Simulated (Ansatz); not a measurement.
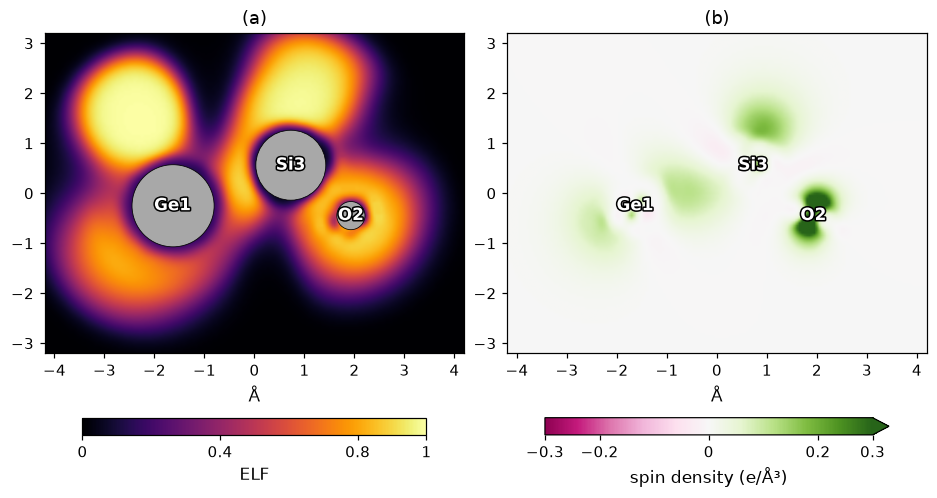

*GeH2OSi (SMILES [O-][Si]=[GeH2]) (charge −1, doublet). (a) ELF; (b) spin density on the plane of atoms Ge1, Si3 and O2. Grey discs cover the atomic cores in the ELF map.*

Geometry: PBE0-D3(BJ)/def2-SVPD.

These are results of Ansatz 0.2.0, isolated molecule in a Gaussian basis; Kohn-Sham density functional theory, functional PBE0, not measurements.

The calculation's input:

```
crystal:
  periodic: [false, false, false]
  atoms:
    - {symbol: Ge, position_ang: [-2.302772, -1.514890, 0.926067]}
    - {symbol: O, position_ang: [-3.131870, 1.919091, 0.471601]}
    - {symbol: Si, position_ang: [-1.956500, 0.950561, 0.845316]}
    - {symbol: H, position_ang: [-0.726896, -1.793893, 0.925353]}
    - {symbol: H, position_ang: [-2.401533, -1.498764, -0.671970]}
basis:
  gaussian:
    orbitals: def2-TZVPD
total_charge: -1
magnetization:
  spin_polarized: true
  initial_magnetization: 1
hamiltonian:
  xc: pbe0
output: {forces: true, orbitals: {seedname: orbitals}}
```

Command:

```sh
ansatz run input.yaml --threads 2 --pin off --max-ram 4350MiB --events-out events.jsonl --progress --plain --runs-dir runs
```

### What do the fields say about this system?

Atoms in the plane: Ge, O and Si.
Si–O (1.57 Å): the ELF peaks at about 0.85 between the atoms; a short, strongly polar bond.
Si–Ge (2.49 Å): the ELF peaks at about 0.90 between the atoms; a covalent bond.
The ELF also peaks beside O2 and Si3, away from the bonds: non-bonding electrons, paired or unpaired.
The unpaired spin (1 electron) lies mostly on Si3 (about 0.5), Ge1 (about 0.4) and O2 (about 0.1), in electrons by Hirshfeld's partition.
